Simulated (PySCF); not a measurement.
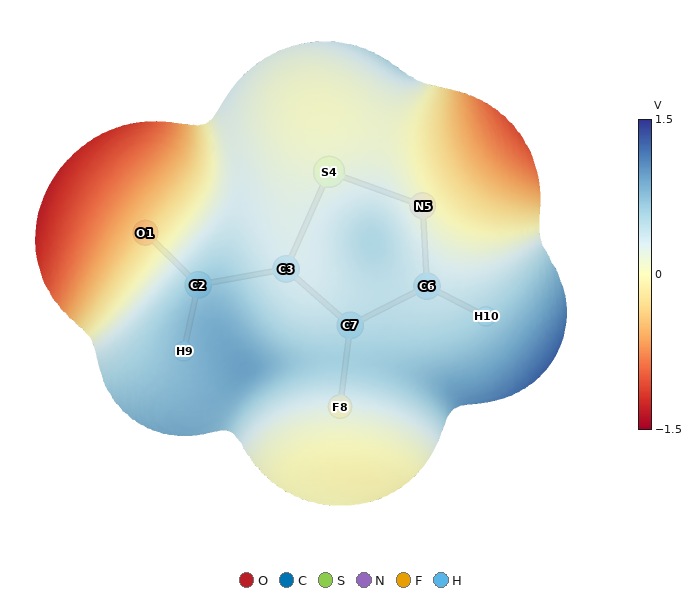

*C4H2FNOS. The electrostatic potential painted on the density surface at 0.001 e/bohr³, seen across its widest extent; the colour scale runs from red (negative) to blue (positive).*

Geometry: GFN2-xTB.

The calculation used PBE0/pcSseg-1, SCF density, gas phase, non-relativistic (PySCF).

```xyz
10

O    -2.6935    0.8781    0.6545
C    -1.9184    0.1233    0.1293
C    -0.4732    0.2478    0.1749
S     0.3708    1.5122    0.9976
N     1.8349    0.9623    0.5918
C     1.7815   -0.1278   -0.1340
C     0.4810   -0.5774   -0.4001
F     0.1915   -1.6617   -1.1173
H    -2.2553   -0.7577   -0.4497
H     2.6896   -0.5945   -0.4694
```

Q: Describe the electrostatic potential map.

A: The most negative region (about −1.3 V) lies over O1, the most positive (about +1.2 V) over H10. O1 is the likeliest acceptor of a hydrogen bond.
